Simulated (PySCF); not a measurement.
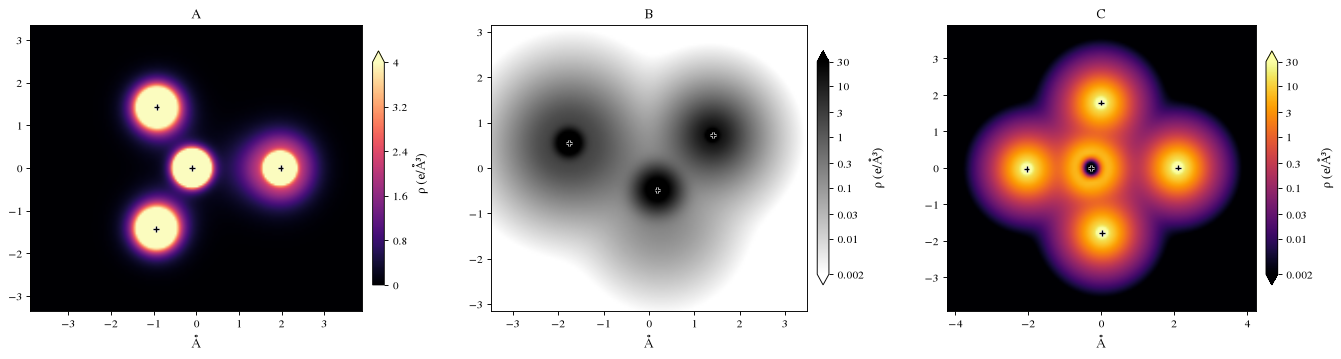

The electron density of 3 systems, each on a plane through atoms (crosses mark nuclei in the plane).

All numbers below come from DFT single point, gas phase, functional wB97X in PySCF.

System 1: AlClF2H (charge −1), the plane of atoms F1, Al2 and Cl4. Geometry: PBE0-D3(BJ)/ma-def2-SVP.

```xyz
5

F    -0.8856   -1.3154    0.2016
Al    0.0392   -0.1242   -0.6225
F    -0.8405    1.3516   -0.6365
Cl    1.8826    0.2203    0.5552
H     0.4181   -0.5969   -2.1075
```

System 2: F5W···F (charge +1, doublet), the plane of atoms F4, W1 and F6. Geometry: PBE0-D3(BJ)/def2-SVP; core potentials replace the inner electrons of W.

```yaml
atoms:
  - { symbol: W, position_ang: [0.2997, -0.0459, 0.1033] }
  - { symbol: F, position_ang: [-0.8720, 0.0117, 1.4778] }
  - { symbol: F, position_ang: [0.4677, 0.0487, -1.6922] }
  - { symbol: F, position_ang: [1.9192, -0.2993, 0.7871] }
  - { symbol: F, position_ang: [-1.8825, 0.3177, -0.7820] }
  - { symbol: F, position_ang: [0.2769, 1.7630, 0.1115] }
  - { symbol: F, position_ang: [-0.1893, -1.7729, -0.1261] }
```

System 3: AlClF2 (alclf2), the molecular plane. Geometry: PBE0-D3(BJ)/ma-def2-SVP.

```xyz
4

F    -0.9000   -1.4426   -0.1888
Al   -0.0881   -0.0023   -0.2595
F    -0.8664    1.3354   -0.8455
Cl    1.8803    0.1223    0.3809
```

Question: Which map belongs to which system?

Answer: Panel A is system 3, AlClF2: the plane holds F, Al and Cl. Al–F (1.65 Å): ρ is about 0.91 e/Å³ halfway. Panel B is system 1, AlClF2H: the plane holds F, Al and Cl. Al–F (1.72 Å): the density is about 0.77 e/Å³ at the midpoint. Panel C is system 2, F5W···F: the plane holds W and F. W1···F5 (2.38 Å): the density falls to about 0.26 e/Å³ on the way.
